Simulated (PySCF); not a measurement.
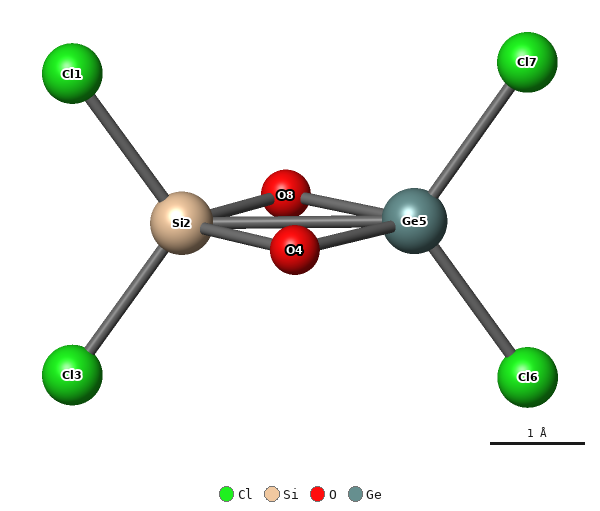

The input geometry (ball-and-stick view, seen at a tilt; atoms are numbered from 1 in the order of the input). Sticks mark near contacts. Bond lengths as drawn: Cl–Ge 2.11 Å, Cl–Si 2.03 Å, Ge–O 1.80 Å, Ge–Si 2.48 Å and O–Si 1.68 Å.

## Core-level calculation, with input and output: GeSiCl₄O₂

The run: core-level calculation of GeSiCl₄O₂. Method and program: delta-SCF UKS SCAN, pcX-2 on the ionised atom, pcseg-1 elsewhere, spin-free X2C (PySCF 2.14.0).

Figures and captions count atoms from 1; the log counts them from 0 in places.

**Log**
```
ground state, core basis on atom 0 (Cl), 187 functions
  cycle   1  E = -4380.67264861  |g| = 1.04e+00
  cycle   2  E = -4380.06889931  |g| = 1.99e+00
  cycle   3  E = -4380.88862910  |g| = 2.17e-01
  cycle   4  E = -4380.89856204  |g| = 9.72e-02
  cycle   5  E = -4380.90105247  |g| = 2.32e-02
  cycle   6  E = -4380.90119856  |g| = 4.39e-03
  cycle   7  E = -4380.90119999  |g| = 3.27e-03
  cycle   8  E = -4380.90120409  |g| = 1.31e-03
  cycle   9  E = -4380.90120472  |g| = 3.51e-04
  E(ground) = -4381.07577554 Eh
hole in Cl 2p of atom 0
  cycle   1  E = -4372.80271713  |g| = 1.70e+00
[... 10 cycles left out ...]
  E(ion) = -4373.45048431 Eh   <S^2> = 0.7517   hole on atom = 1.001   binding energy = 207.495 eV
  2p3/2 = 206.909 eV   2p1/2 = 208.562 eV
ground state, core basis on atom 1 (Si), 187 functions
[... 7 cycles left out ...]
  E(ground) = -4380.98010885 Eh
hole in Si 2p of atom 1
[... 11 cycles left out ...]
  E(ion) = -4376.93492036 Eh   <S^2> = 0.7515   hole on atom = 1.003   binding energy = 110.075 eV
  2p3/2 = 109.874 eV   2p1/2 = 110.499 eV
ground state, core basis on atom 3 (O), 176 functions
[... 7 cycles left out ...]
  E(ground) = -4380.93853541 Eh
hole in O 1s of atom 3
[... 10 cycles left out ...]
  E(ion) = -4361.14744274 Eh   <S^2> = 0.7648   hole on atom = 1.000   binding energy = 538.543 eV
ground state, core basis on atom 5 (Cl), 187 functions
[... 8 cycles left out ...]
  E(ground) = -4381.07564265 Eh
hole in Cl 2p of atom 5
[... 1 cycle left out ...]
  cycle   2  E = -4371.58345117  |g| = 1.63e+00
  cycle   3  E = -4372.86675043  |g| = 7.44e-01
  cycle   4  E = -4373.24283365  |g| = 1.71e-01
  cycle   5  E = -4373.24570354  |g| = 1.81e-01
  cycle   6  E = -4373.26156583  |g| = 6.13e-02
  cycle   7  E = -4373.26302319  |g| = 2.06e-02
  cycle   8  E = -4373.26320185  |g| = 6.53e-03
  cycle   9  E = -4373.26322522  |g| = 2.20e-03
  cycle  10  E = -4373.26323091  |g| = 1.71e-03
  cycle  11  E = -4373.26322894  |g| = 2.74e-04
  E(ion) = -4373.44657752 Eh   <S^2> = 0.7523   hole on atom = 1.001   binding energy = 207.597 eV
  2p3/2 = 207.007 eV   2p1/2 = 208.661 eV
```

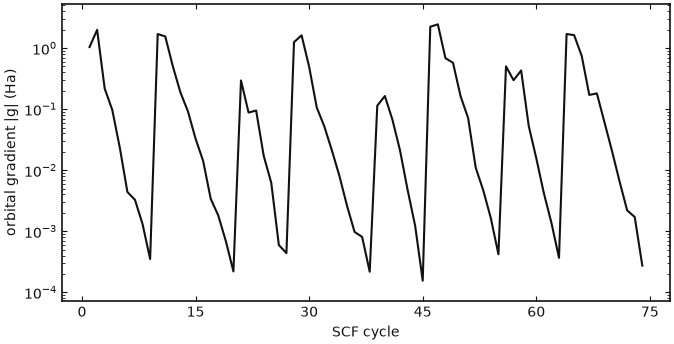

Convergence of the self-consistent field: orbital gradient |g| against the SCF cycle. All cycles printed in the log are drawn one after another.

This output came from the following input.

**Input file**
```
{"job": {"kind": "xps", "holes": 5}, "charge": 0, "multiplicity": 1}
Cl    -2.302806    -1.320243    -1.199008
Si    -0.383981    -0.979340    -0.643054
Cl     0.794789    -2.491121    -1.301120
O     -0.210043    -0.664637     0.999512
Ge     0.402770     0.989258     0.646386
Cl     2.402632     1.335679     1.223152
Cl    -0.834511     2.557487     1.326382
O      0.177590     0.544336    -1.081757
```

The first line tells a small driver script what to run in PySCF; the rest is the geometry in Å.

Command:
```bash
OMP_NUM_THREADS=1 python <driver script> task.json out
```

**Results in brief**

| quantity | value |
| --- | --- |
| outcome | converged |
| hardware | 1 CPU thread, shared host |
| wall time | 38 s |
| peak memory | 0.65 GiB |
